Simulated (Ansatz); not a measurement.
# TiH2 (singlet): trial inputs and their diagnosis

3 inputs are run for TiH2 (singlet) as typed; the log has to tell whether the result can be used and what must change.

The runs use Ansatz 0.2.0, Gaussian basis; the settings change from run to run.

12 further runs of the same task are left out: 6 for a known fault of the program, 2 that didn't finish, 4 set aside as unsound or not needed.

## Step 1: What is computed

The geometry is a PBE0/def2-TZVP stationary point (not a proven minimum).

3 atoms, charge 0, spin multiplicity 1.

Atoms are counted from 1 here; the program's logs count them from 0.

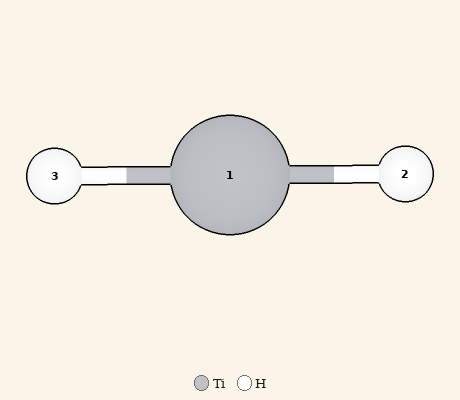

The structure; titanium light grey, hydrogen white; atoms are numbered from 1 in the order of the file.

## Step 2: Input 1

Input file in.yaml:

```yaml
crystal:
  periodic: [false, false, false]
  atoms:
    - {symbol: Ti, position_ang: [0.000000, 0.000000, 0.000000]}
    - {symbol: H, position_ang: [0.000000, 0.000000, -1.847400]}
    - {symbol: H, position_ang: [0.000000, 0.000000, 1.847400]}
basis:
  gaussian: {orbitals: def2-SVP, fitting: {mean_field: def2-universal-jkfit}}
magnetization: {spin_polarized: false}
correlation: {method: mp2, frozen_orbitals: {Ti: 0}}
accuracy: high
output: {forces: true}
```

Launch:

```bash
$ ansatz run in.yaml --threads 1 --pin off --events-out ev --progress --plain --max-ram 2393MiB
```

The program printed:

```text
Functional definition: HF
  name "HF"
  cite "Fock, Z. Phys. 61, 126 (1930) doi:10.1007/BF01340294"
  parent pbe
  exchange = exact_x
  correlation = 0
Error: "frozen_orbitals" has no count for H
```

Run time: 0.03 s. Hardware: 1 thread of Intel Xeon 6975P-C, shared host.

Diagnosis: The run was refused. The frozen-orbital counts are incomplete or too large. Fix: leave frozen_orbitals out, or give each element a count that its core has.

## Step 3: Input 2

Input file in.yaml:

```yaml
crystal:
  periodic: [false, false, false]
  atoms:
    - {symbol: Ti, position_ang: [0.000000, 0.000000, 0.000000]}
    - {symbol: H, position_ang: [0.000000, 0.000000, -1.847400]}
    - {symbol: H, position_ang: [0.000000, 0.000000, 1.847400]}
basis:
  gaussian: {orbitals: def2-SVP}
correlation: {method: fic_mrcisd_q, electrons: outside_noble_gas, active_space: {window: {electrons: 2, orbitals: 2}, states: [{multiplicity: 1, weights: [1, 1, 1, 1, 1, 1, 1, 1, 1, 1, 1, 1, 1, 1, 1, 1, 1, 1, 1, 1, 1, 1, 1, 1, 1, 1, 1, 1, 1, 1]}]}}
scf: {lower_state_search: light}
```

Same command.

The program printed:

```text
Functional definition: HF
  name "HF"
  cite "Fock, Z. Phys. 61, 126 (1930) doi:10.1007/BF01340294"
  parent pbe
  exchange = exact_x
  correlation = 0
786 factors; integrals over basis functions are off by at most 1.5e-7 eV
mean field evaluation 1: about -23105.6102 eV, gradient 2.8e1 eV
mean field evaluation 2: about -23105.6159 eV, gradient 2.8e1 eV
mean field evaluation 4: about -23111.2417 eV, gradient 3.1e0 eV
mean field evaluation 8: about -23111.3201 eV, gradient 1.6e-2 eV
mean field evaluation 16: about -23111.3201 eV, gradient 1.3e-5 eV
mean field evaluation 32: about -23111.0710 eV, gradient 2.4e-6 eV
mean field evaluation 64: about -23111.0710 eV, gradient 5.4e-6 eV
mean field -23112.07865626 eV, -849.3532246879 hartree, gradient 1.3e-6 eV, S^2 0.000000; 9 other end points of the search recorded, 0 dependent functions left out; unrestricted orbitals would lower it
reference -23112.07865626 eV, -849.3532246879 hartree; 12, 12 occupied and 29, 29 virtual orbitals, 786 factors
Error: 30 states are sought, and the space of determinants holds 3 states of this symmetry and spin
```

Run time: 0.54 s. Hardware: 1 thread of Intel Xeon 6975P-C, shared host.

What is wrong: The run stopped with an error. The list of states asked for (weights, spin or count) can't be met. Fix: mend what the message names.

## Step 4: Input 3

Input file in.yaml:

```yaml
crystal:
  periodic: [false, false, false]
  atoms:
    - {symbol: Ti, position_ang: [0.000000, 0.300000, -1.847400]}
    - {symbol: H, position_ang: [0.000000, 0.000000, -1.847400]}
    - {symbol: H, position_ang: [0.000000, 0.000000, 1.847400]}
basis:
  gaussian: {orbitals: def2-SVPD}
magnetization: {spin_polarized: true, initial_magnetization: 0}
hamiltonian: {xc: hf, pseudopotentials: {relativity: scalar}}
output: {forces: true, orbitals: {seedname: orbitals}}
```

Same command.

The program printed (excerpt; [...] marks lines left out):

```text
Functional definition: HF
  name "HF"
  cite "Fock, Z. Phys. 61, 126 (1930) doi:10.1007/BF01340294"
  parent pbe
[...]
516 factors; integrals over basis functions are off by at most 3.1e-4 eV
[...]
mean field -22946.71957846 eV, -843.2763906632 hartree, gradient 3.0e-6 eV, S^2 1.138409; 23 other end points of the search recorded, 0 dependent functions left out
[...]
reference -22946.71957846 eV, -843.2763906632 hartree; 12, 12 occupied and 38, 38 virtual orbitals, 516 factors
Total energy: -22946.71957846 eV, -843.2763906632 hartree
Relativity: scalar
Atom 0 at     0.000000     0.300000    -1.847400 Å, force    -0.000000  1866.906640     0.115534 eV/Å
Atom 1 at     0.000000     0.000000    -1.847400 Å, force     0.000000 -1866.916021    -0.060464 eV/Å
Atom 2 at     0.000000     0.000000     1.847400 Å, force    -0.000000     0.009381    -0.055070 eV/Å
Dipole moment:    -0.000000     0.219350    -0.004520 e Å
```

Wall time 6 s (1 thread of Intel Xeon 6975P-C, shared host).

**Diagnosis.** The run converged, which proves nothing about the input. One atom lies on top of another. The shortest distance is 0.30 Å, against 1.85 Å in the geometry of step 1. Its energy belongs to another geometry. Fix: restore its position.

## Step 5: How the runs ended

```
input                   level                ended                                                               cause    time
    1     MP2 on RHF/def2-SVP              refused               the frozen-orbital counts are incomplete or too large  0.03 s
    2  MRCISD+Q(2,2)/def2-SVP  stopped by an error  the list of states asked for (weights, spin or count) can't be met  0.54 s
    3            HF/def2-SVPD            converged                                     one atom lies on top of another     6 s
```

1 refused, 1 stopped by an error, 1 converged. The input that converges on a wrong geometry or spin is the dangerous one: no error points at it, so geometry and ⟨S²⟩ have to be checked.
